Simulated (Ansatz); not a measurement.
# CH4F2NSi (SMILES C=[NH+][SiH](F)F) (charge +1): what the fields show

```xyz
9

C     0.7645    1.6661   -1.4768
F    -1.3727    0.4192    1.2655
F     0.1464   -0.9620   -0.4092
N     0.5170    1.6485   -0.2172
Si    0.1015    0.1199    0.7602
H     0.9801    2.6096   -1.9944
H     0.7575    0.7235   -2.0393
H     0.5265    2.5568    0.2656
H     1.0862   -0.0598    1.8218
```

Geometry: B3LYP-D3(BJ)/def2-SVP.

All numbers below come from Ansatz, isolated molecule in a Gaussian basis; Kohn-Sham density functional theory, functional PBE0.

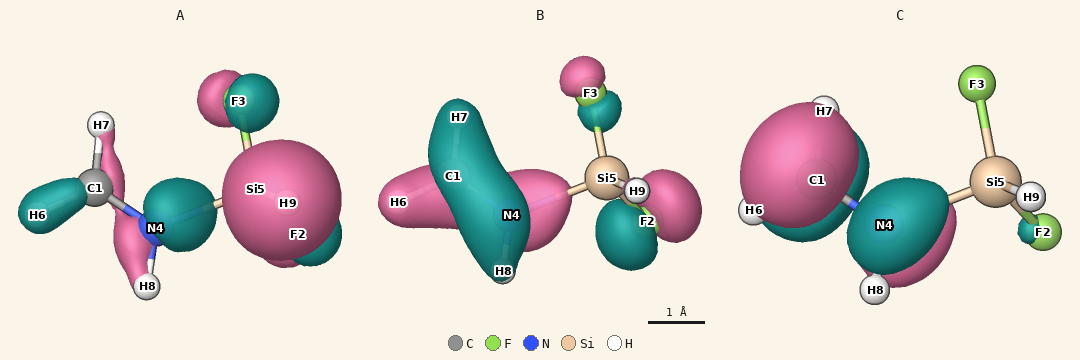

Figure 1. Three frontier orbitals at ±0.15 Å⁻³ᐟ² (teal and pink are the two phases), in no order.

> Which picture is the HOMO−1, the HOMO and the LUMO?

B is the HOMO−1 (−17.16 eV). It lies mainly on F2 (about 30 %), N4 (about 30 %) and C1 (about 20 %). A is the HOMO (−16.23 eV). It lies mainly on H9 (about 30 %), Si5 (about 25 %), F2 (about 15 %), N4 (about 10 %) and F3 (about 10 %). C is the LUMO (−8.22 eV). It lies mainly on C1 (about 50 %) and N4 (about 25 %); π-antibonding (π*) across C1–N4.

> What is the HOMO–LUMO gap?

8.01 eV between the orbital energies.

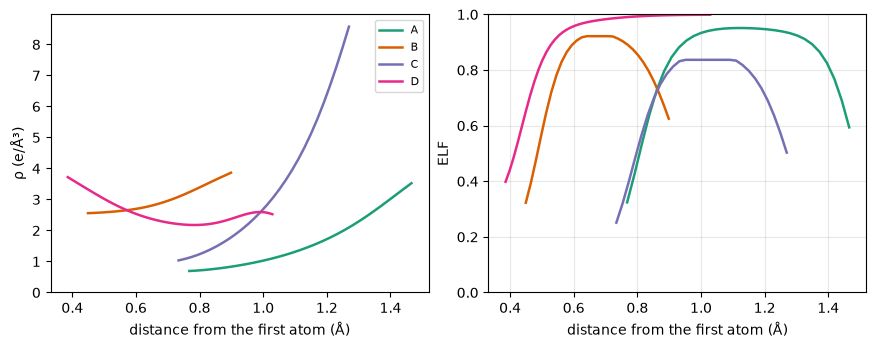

Figure 2. Total electron density and ELF along straight lines between neighbouring atoms. The curves leave out the atomic cores.

> Which curve belongs to which contact (C–N, N–H, Si–F and Si–N)? The first atom named is at distance zero.

Curve A: Si–N (1.86 Å): the density is about 0.88 e/Å³ at the midpoint; the ELF peaks at about 0.95 between the atoms: a polar covalent bond. Curve B: C–N (1.28 Å): ρ at the midpoint is about 2.8 e/Å³; the ELF peaks at about 0.90 between the atoms: a covalent bond. Curve C: Si–F (1.59 Å): ρ is about 1.2 e/Å³ halfway; the ELF peaks at about 0.85 in the valence shell of F, 0.6 Å from its nucleus, and is about 0.50 at the midpoint. Curve D: N–H (1.03 Å): ρ is about 2.9 e/Å³ halfway; the ELF climbs to about 1 towards the hydrogen, as it does in any bond to H (a covalent bond by its length).

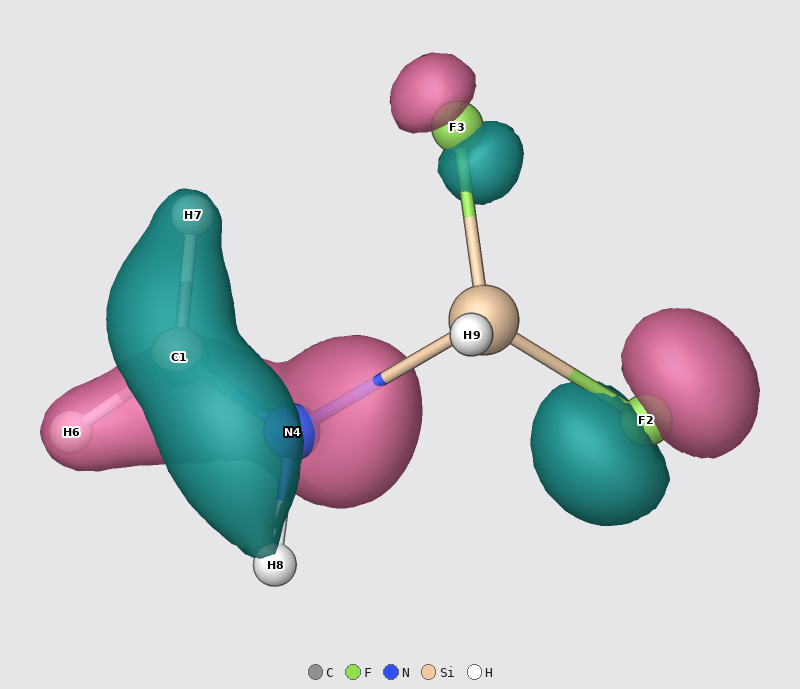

Figure 3. The HOMO−1 at ±0.2 Å⁻³ᐟ² (teal and pink are the two phases), seen at a tilt.

> What is the character of this orbital?

Its weight (Hirshfeld) is mainly on F2 (about 30 %), N4 (about 30 %) and C1 (about 20 %). Its energy is −17.16 eV.
